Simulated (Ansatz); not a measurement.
The starting structures come from a database of crystals and need not be the phases stable at ambient conditions.

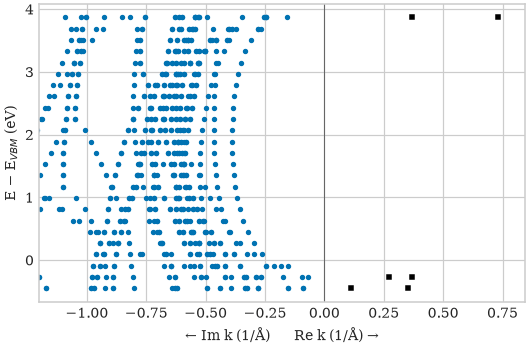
Fig. 1. Complex bands at the centre of the two-dimensional zone; PBEsol in Ansatz (a first-principles code)

No gap correction and no spin-orbit coupling; mid-gap values are interpolated between computed energies.

Problem. This is Ba$_{3}$V$_{2}$O$_{8}$ (R-3m, not sure to be the ambient phase, 13 atoms a cell, 16.1 Å³ an atom, -4 GPa at this level) along the normal of (110). Read off the slowest decay at the centre of the two-dimensional zone at 1.89 eV, the computed energy nearest the middle of the gap.

Solution. κ ≈ 0.39 1/Å, a decay length 1/(2κ) of the density of 1.3 Å.
